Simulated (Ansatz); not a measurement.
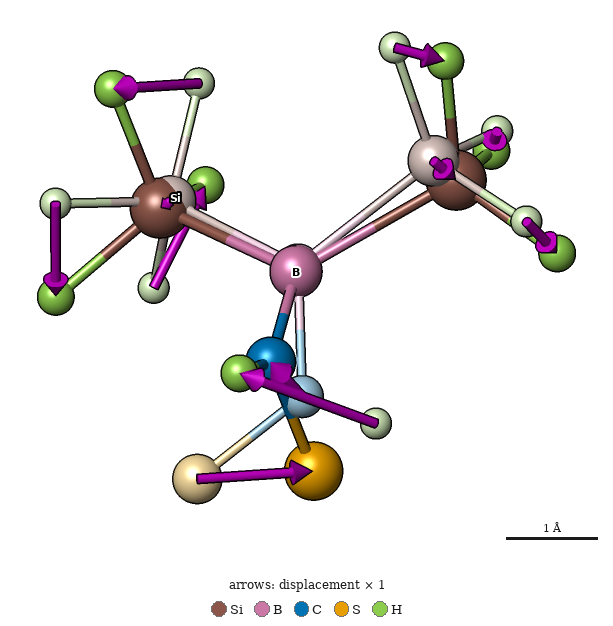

This is a relaxation of CH$_{7}$BSSi$_{2}$ (coarse preliminary run). The starting structure is drawn faded, the final one solid; purple arrows show the displacements, at their true length. The two geometries are superimposed by the best rigid fit.

Style: ball-and-stick. Shown at a tilt.

The start comes from a force field.

Level of theory: RKS PBE-D4/def2-SVP in Ansatz 0.2.0.

Input
```yaml
crystal:
  periodic: [false, false, false]
  atoms:
    - {symbol: Si, position_ang: [-1.680600, -0.608400, -0.081400]}
    - {symbol: B, position_ang: [0.044100, 0.241400, -0.149700]}
    - {symbol: Si, position_ang: [1.450600, -0.655200, 0.782700]}
    - {symbol: C, position_ang: [0.440400, 1.591300, -0.921700]}
    - {symbol: S, position_ang: [-0.642300, 2.294700, -1.656600]}
    - {symbol: H, position_ang: [-2.674200, 0.399600, 0.514700]}
    - {symbol: H, position_ang: [-2.135800, -0.875100, -1.458700]}
    - {symbol: H, position_ang: [-1.648000, -1.780900, 0.697900]}
    - {symbol: H, position_ang: [1.145600, -0.731300, 2.265700]}
    - {symbol: H, position_ang: [2.735900, 0.101900, 0.660400]}
    - {symbol: H, position_ang: [1.642700, -2.008800, 0.266600]}
    - {symbol: H, position_ang: [1.398700, 1.975600, -0.886000]}
basis:
  gaussian: {orbitals: def2-SVP}
hamiltonian: {xc: pbe, dispersion: d4}
relax: {f_tol: 0.03, max_steps: 200}
```

Run as
```bash
ansatz run in.yaml --threads 4 --pin off --events-out ev --progress --plain --max-ram 10444MiB
```

Q: Describe the change and its energy.

A: After 26 accepted moves (28 points after the start) the energy has fallen by 1.993 eV. Largest force component: 6.6 eV/Å at the start, 0.014 eV/Å at the end. The line search rejected the trial steps at points 19, 21 of the run. The forces were under the threshold at step 18, but the run went on from there. H12 moves most after the best rigid fit: 1.86 Å. Largest moves by element: H 1.86 Å, S 1.33 Å, C 0.71 Å, Si 0.42 Å, B 0.13 Å. Near-neighbour distances that change, for instance: B2–S5 2.638 → 2.203 Å, C4–S5 1.486 → 1.662 Å, B2–Si3 1.911 → 2.030 Å, Si1–B2 1.924 → 2.029 Å. Among the angles between lasting bonds that change: B2–C4–S5 117.1° → 88.1°, B2–C4–H12 121.7° → 144.7°, Si1–B2–C4 127.6° → 121.0°. Groups turn about B2–C4 by about 90°, Si1–B2 by about 80°, B2–Si3 by about 20°.
